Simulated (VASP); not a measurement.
Band structure of PbI2 (1T layered). Level of theory: LDA (Ceperley-Alder, Perdew-Zunger), VASP's LDA PAW potentials (set 64) (plane waves; VASP).

Unless said otherwise, spin-orbit coupling is left out, though it shifts the bands of the heavy elements here.

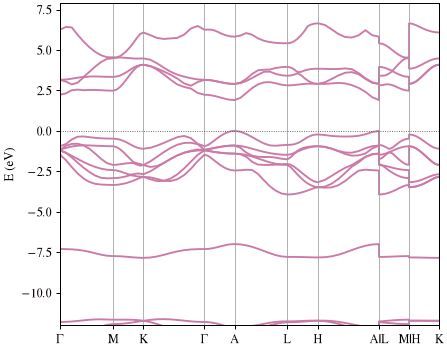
Fig. 1. Bands along high-symmetry lines, zero at the valence-band maximum or, without a gap, the Fermi level

Read the plot: is there a gap, and where are the band edges?

The gap is direct, 1.90 eV, from the valence maximum at A to the conduction minimum at A. (Edges off the drawn lines would not show.)

Measured: gap 2.40 eV (computed value off by -0.50 eV), as given by Wikipedia, List of semiconductor materials.

The compound is PbI2 in the 1T layered structure. It was relaxed first, which changed the volume by -7 %.
